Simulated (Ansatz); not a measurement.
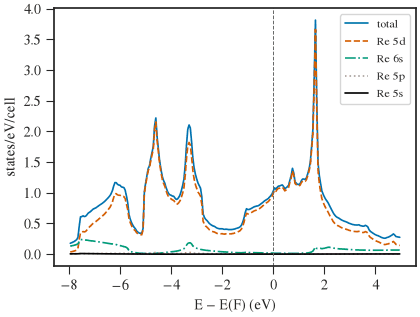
Figure. Total and projected density of states of Re (bcc (W type), space group No. 229), LDA in the plane-wave PAW code Ansatz

Q: Which orbitals carry the states next to the Fermi level?

A: Within 0.5 eV of the Fermi level: Re 5d 96 %. Projections are on Löwdin-orthogonalised atomic valence shells; empty p or d shells of many metals are not among them.

Q: Where is the tallest occupied peak in this window, and what makes it?

A: Near -4.6 eV, about 2.2 states/eV per cell; the largest projected share is Re 5d.

Space group Im-3m (bcc (W type)). The first step of the workflow began from a Materials Project structure, measured or hypothetical; the Crystallography Open Database copy checked does not list it. It is not the phase usual at ambient conditions (space group No. 194). The cell was relaxed with LDA under the symmetry of its start. At this level the phase is mechanically unstable. No spin polarisation was allowed. Scalar-relativistic: spin–orbit coupling is off unless named, which matters more the heavier the elements.

Potentials: the later of the program's two PAW sets.
